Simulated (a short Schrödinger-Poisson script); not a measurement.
Structure: MOS inversion layer, SiO2 on p-type Ge(100), at 300 K.

| layer | material | thickness (nm) | Na (cm⁻³) |
|---|---|---|---|
| 1 | SiO2 | 1.5 | - |
| 2 | Ge | 600 | 4.7e17 |

The device is made up for the run: typed textbook-type constants, with dimensions and the other settings drawn at random. SiO2: permittivity 3.9, conduction-band edge (eV) 3.1, gap (eV) 9, electron mass (mₑ) 0.5. Ge: permittivity 16, conduction-band edge (eV) 0, gap (eV) 0.664, Nv at 300 K (cm⁻³) 6e18.

Channel valleys (confinement mass, in-plane density-of-states mass, number): L4 0.12, 0.295, 4. At the gate the conduction-band edge of layer 1 lies 3.35 eV − eVg above the Fermi level of the channel; the field vanishes at the back. Gaps are held at their typed values at every temperature. Mesh 0.03 nm at interfaces.

From a short Schrödinger-Poisson script (our own, NumPy): 1D Poisson equation in equilibrium, electrons quantum, Hartree (BenDaniel-Duke, 12 states a valley, the channel's in-plane mass for all, wave functions ending at the dielectric), parabolic valleys, classical holes, full ionisation, no traps, pinning or gate leakage.

Only gate voltages with over 1e8 electrons/cm² are shown.

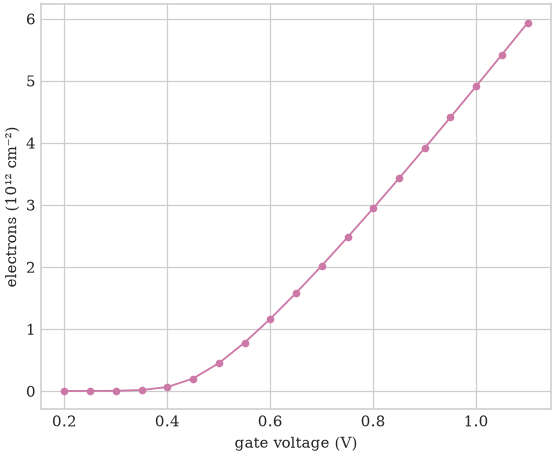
*Sheet density against gate voltage*

```csv
Vg (V),electrons (cm⁻²),C (μF/cm²),L4 E0 (meV),L4 E1 (meV)
0.2,1.75e8,0.317,290.9,369.5
0.3,3.53e9,0.304,212.8,298.3
0.4,6.44e10,0.491,137.4,229.0
0.5,4.49e11,1.04,86.7,183.8
0.6,1.16e12,1.33,61.3,163.4
0.7,2.02e12,1.46,46.1,152.9
0.8,2.95e12,1.53,35.3,146.6
0.9,3.91e12,1.58,26.9,142.4
1,4.91e12,1.62,19.9,139.5
1.1,5.93e12,1.65,13.9,137.4
```

Subbands count from the Fermi level.

Only the L valleys are kept; under strong confinement the Δ valleys of Ge fill too.
